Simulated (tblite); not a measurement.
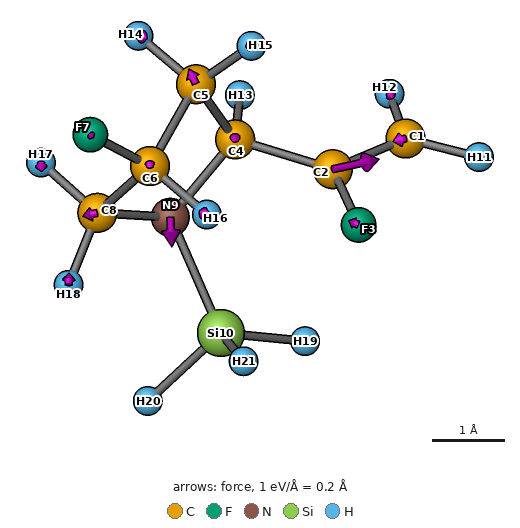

Starting geometry of C$_{6}$H$_{11}$F$_{2}$NSi with the computed forces as purple arrows. Style: ball-and-stick. Shown at a tilt.

Theory: tblite 0.8.0, GFN2-xTB geometry optimisation, gas phase. 

What follows when this structure is relaxed?

Answer. It isn't relaxed: the largest force vector, on C2, is 3.88 eV/Å. The final displacements have little in common with the starting forces (cosine between the two patterns 0.13). The largest move after the best rigid fit is that of H18, 2.06 Å. By element the largest moves are H 2.06 Å, F 1.19 Å, C 1.03 Å, Si 0.85 Å, N 0.44 Å. Among the contacts that change: C2–Si10 2.826 → 3.444 Å, N9–Si10 1.765 → 1.716 Å, C2–C4 1.470 → 1.507 Å, C6–C8 1.500 → 1.536 Å. Bond angles that change, for instance: C8–N9–Si10 108.6° → 123.9°, F3–C2–C4 126.4° → 113.8°, C1–C2–C4 118.0° → 127.0°. Groups turn about C6–C8 by about 65°, C5–C6 by about 40°, C2–C4 by about 20°. Over 233 geometry steps the energy falls by 86.0 kJ/mol.
